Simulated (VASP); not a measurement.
Band structure of Co (hcp). Computed with PBE GGA, VASP's PBE PAW potentials (set 64) (plane waves; VASP).

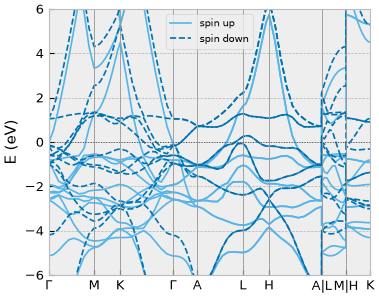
*Bands along high-symmetry lines, zero at the valence-band maximum or, without a gap, the Fermi level*

Read the plot: is there a gap, and where are the band edges?

It has no gap at this level: it comes out as a metal or semimetal. (Edges off the drawn lines would not show.)

The compound is Co in the hcp structure. It was relaxed first.
